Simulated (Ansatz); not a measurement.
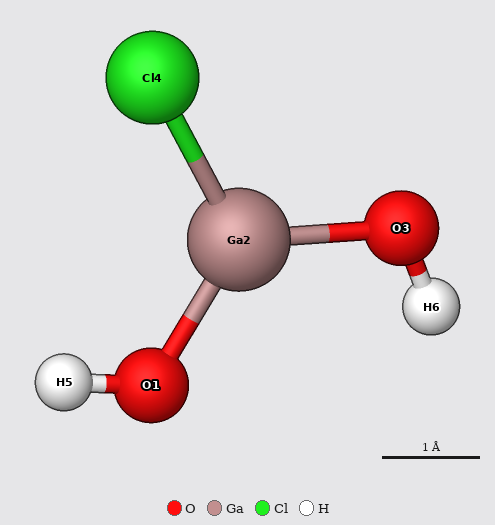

The structure as given in the input (ball-and-stick view, seen at a tilt; atoms are numbered from 1 in the order of the input). Sticks mark near contacts. Bond lengths as drawn: Cl–Ga 2.12 Å, Ga–O 1.77 Å and H–O 0.96 Å.

**Single-point calculation of GaH₂ClO₂**

GaH₂ClO₂, SMILES [OH][Ga]([OH])[Cl], computed with RHF-CCSD(T), frozen core/def2-TZVPP (Ansatz 0.2.0).

The geometry is a minimum found at another level. The geometry comes from this level: PBE0-D4/def2-TZVP.

## Output
```
Functional definition: HF
  name "HF"
  cite "Fock, Z. Phys. 61, 126 (1930) doi:10.1007/BF01340294"
  parent pbe
  exchange = exact_x
  correlation = 0
1136 factors; integrals over basis functions are off by at most 9.1e-4 eV
mean field evaluation 1: about -68944.8740 eV, gradient 5.2e1 eV
mean field evaluation 2: about -68944.9943 eV, gradient 5.2e1 eV
mean field evaluation 4: about -68949.5405 eV, gradient 3.1e0 eV
mean field evaluation 8: about -68949.5820 eV, gradient 3.1e-1 eV
mean field evaluation 16: about -68944.8744 eV, gradient 5.2e1 eV
mean field -68949.58228364 eV, -2533.8504132185 hartree, gradient 2.3e-6 eV, S^2 0.000000; 0 other end points of the search recorded, 0 dependent functions left out
16 core orbitals not correlated: weight in the atoms' cores, before any rotation towards them, 1.000 or more for the frozen orbitals, at most 0.000 for the correlated occupied ones
reference -68949.58228364 eV, -2533.8504132185 hartree; 17, 17 occupied and 147, 147 virtual orbitals, 1136 factors
second order -24.32547512 eV of doubles, -0.00000000 eV of singles
cycle   1  -23.84876072 eV  change    4.8e-1 eV  update   1.2e-1
cycle   2  -24.46956903 eV  change   -6.2e-1 eV  update   3.5e-2
cycle   3  -24.60136096 eV  change   -1.3e-1 eV  update   1.8e-2
cycle   4  -24.58474116 eV  change    1.7e-2 eV  update   4.5e-3
cycle   5  -24.58133931 eV  change    3.4e-3 eV  update   2.1e-3
cycle   6  -24.58252046 eV  change   -1.2e-3 eV  update   6.3e-4
cycle   7  -24.58226263 eV  change    2.6e-4 eV  update   2.3e-4
cycle   8  -24.58221105 eV  change    5.2e-5 eV  update   6.4e-5
cycle   9  -24.58223364 eV  change   -2.3e-5 eV  update   2.4e-5
```

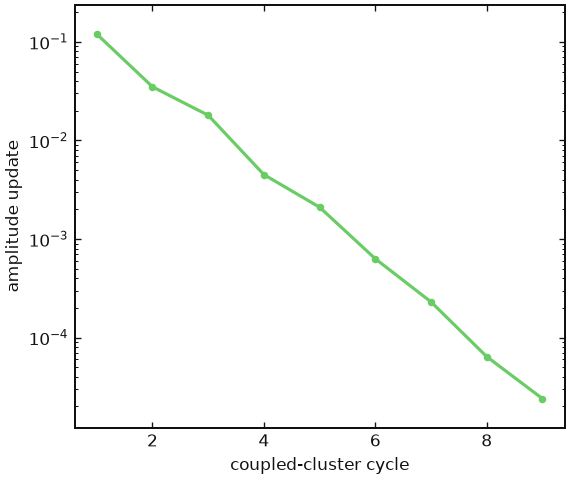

Convergence of the coupled-cluster equations: amplitude update against the coupled-cluster cycle. The residual falls at every step.

```
perturbative correction -0.96868543 eV, -0.0355985331 hartree
Total energy: -68975.13320272 eV, -2534.7893921754 hartree
```

The run was set up as follows.

## Input file
```yaml
crystal:
  periodic: [false, false, false]
  atoms:
    - {symbol: O, position_ang: [-0.318858, 1.428419, -0.310456]}
    - {symbol: Ga, position_ang: [-0.083481, -0.317049, -0.112659]}
    - {symbol: O, position_ang: [1.065979, -0.913833, 1.087535]}
    - {symbol: Cl, position_ang: [-1.158547, -1.714541, -1.292525]}
    - {symbol: H, position_ang: [-0.962306, 1.656213, -0.985651]}
    - {symbol: H, position_ang: [1.499314, -0.203208, 1.567657]}
basis:
  gaussian: {orbitals: def2-TZVPP}
correlation: {method: ccsd_t}
```

## Key numbers

```json
{"quantity": "outcome", "value": "converged"}
{"quantity": "total energy", "value": "−68975.1332 eV"}
{"quantity": "mean-field energy", "value": "−68949.5823 eV"}
{"quantity": "CCSD correlation", "value": "−24.5822 eV"}
{"quantity": "(T) correction", "value": "−0.9687 eV"}
{"quantity": "T1 diagnostic", "value": "0.013"}
{"quantity": "SCF solution under orbital rotations", "value": "stable"}
{"quantity": "hardware", "value": "4 CPU threads, shared host"}
{"quantity": "wall time", "value": "13 s (CPU time 48 s)"}
{"quantity": "peak memory", "value": "1.9 GiB"}
```
